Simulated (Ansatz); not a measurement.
# BClH3N: the cost of one run

Method: single points in def2-TZVPP; program: Ansatz 0.2.0, Gaussian basis.

Correlated methods freeze the cores.

## 1. Where the work starts

SMILES `NBCl`, 6 atoms, charge 0, spin multiplicity 1.

Atoms are counted from 1 here; the program's logs count them from 0.

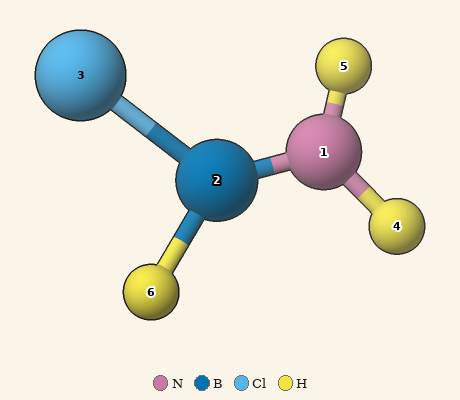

Start geometry, drawn with colours as in the key; atoms are numbered from 1 in the order of the file.

Geometry (Å):

```
N    -0.43170   -0.00400   -0.66360
B     0.19450   -0.19060    0.30570
Cl    0.62570    1.00980    1.59930
H    -0.51510   -0.80230   -1.41340
H    -0.80510    0.83730   -0.78600
H     0.97620   -1.22070    0.78780
```

## 2. CCSD(T)/def2-TZVPP

run/in.yaml

```yaml
crystal:
  periodic: [false, false, false]
  atoms:
    - {symbol: N, position_ang: [-0.431700, -0.004000, -0.663600]}
    - {symbol: B, position_ang: [0.194500, -0.190600, 0.305700]}
    - {symbol: Cl, position_ang: [0.625700, 1.009800, 1.599300]}
    - {symbol: H, position_ang: [-0.515100, -0.802300, -1.413400]}
    - {symbol: H, position_ang: [-0.805100, 0.837300, -0.786000]}
    - {symbol: H, position_ang: [0.976200, -1.220700, 0.787800]}
basis:
  gaussian: {orbitals: def2-TZVPP}
correlation: {method: ccsd_t}
output: {forces: true}
```

Started as:

```bash
> ansatz run in.yaml --threads 4 --pin off --events-out ev --progress --plain --max-ram 5222MiB
```

**Question.** How long does this run take on 4 threads of AMD EPYC 7R43, shared host, and how much memory does it need?

About 35 s, with a peak of 1.6 GiB.
